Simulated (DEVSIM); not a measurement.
System: Si n+/n-/n+ resistor, at 300 K.

```tsv
layer (left to right)	material	thickness (μm)	Nd (cm⁻³)	τn (s)	τp (s)
1	Si	0.830	1.2e17	8.3e-7	8.3e-7
2	Si	0.0910	8.8e14	8.3e-7	8.3e-7
3	Si	0.640	2.6e17	8.3e-7	8.3e-7
```

Left contact: ohmic. Right contact: ohmic. Voltage is applied to the left contact. Recombination: SRH at mid-gap, radiative. Mobility is μmin + (μ − μmin)/(1 + (N/Nref)^α).

Constants are typed, rounded textbook-type inputs, not results; the design itself was drawn at random and stands for no fabricated device. Values at 300 K.

```tsv
parameter	Si
gap (eV)	1.124
affinity (eV)	4.05
permittivity	11.7
Nc (cm⁻³)	2.86e19
Nv (cm⁻³)	3.1e19
μn (cm²/Vs)	1417
μp (cm²/Vs)	470
μn,min	52
μp,min	45
Nref,n	9.7e16
Nref,p	2.2e17
αn	0.68
αp	0.72
B (cm³/s)	4.7e-15
```

Model (solved in DEVSIM): 1D drift-diffusion, Boltzmann statistics, complete ionisation; no tunnelling, impact ionisation, image-force lowering or self-heating.

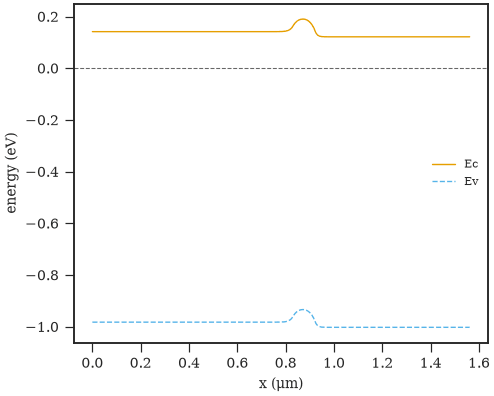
*Band edges at zero bias*

Energies count from the Fermi level of the right contact; mesh points crowd at the junctions.

| x (μm) | Ec (eV) | Ev (eV) | n (cm⁻³) | p (cm⁻³) | field (V/cm) |
|---|---|---|---|---|---|
| 0.000 | 0.142 | -0.982 | 1.2e17 | 970 | ≈ 0 |
| 0.01990 | 0.142 | -0.982 | 1.2e17 | 970 | ≈ 0 |
| 0.05847 | 0.142 | -0.982 | 1.2e17 | 970 | ≈ 0 |
| 0.1239 | 0.142 | -0.982 | 1.2e17 | 970 | ≈ 0 |
| 0.3093 | 0.142 | -0.982 | 1.2e17 | 970 | ≈ 0 |
| 0.5315 | 0.142 | -0.982 | 1.2e17 | 970 | ≈ 0 |
| 0.6734 | 0.142 | -0.982 | 1.2e17 | 970 | ≈ 0 |
| 0.7742 | 0.142 | -0.982 | 1.2e17 | 980 | 190 |
| 0.8098 | 0.146 | -0.978 | 1.0e17 | 1100 | 3700 |
| 0.8300 | 0.163 | -0.961 | 5.2e16 | 2300 | 16000 |
| 0.8471 | 0.182 | -0.942 | 2.5e16 | 4700 | 7100 |
| 0.8791 | 0.190 | -0.934 | 1.9e16 | 6200 | -2200 |
| 0.9023 | 0.176 | -0.948 | 3.2e16 | 3700 | -10000 |
| 0.9208 | 0.146 | -0.978 | 1.0e17 | 1100 | -26000 |
| 0.9483 | 0.122 | -1.002 | 2.5e17 | 460 | -1100 |
| 0.9923 | 0.122 | -1.002 | 2.6e17 | 450 | ≈ 0 |
| 1.066 | 0.122 | -1.002 | 2.6e17 | 450 | ≈ 0 |
| 1.208 | 0.122 | -1.002 | 2.6e17 | 450 | ≈ 0 |
| 1.405 | 0.122 | -1.002 | 2.6e17 | 450 | ≈ 0 |
| 1.487 | 0.122 | -1.002 | 2.6e17 | 450 | ≈ 0 |
| 1.530 | 0.122 | -1.002 | 2.6e17 | 450 | ≈ 0 |
| 1.561 | 0.122 | -1.002 | 2.6e17 | 450 | ≈ 0 |
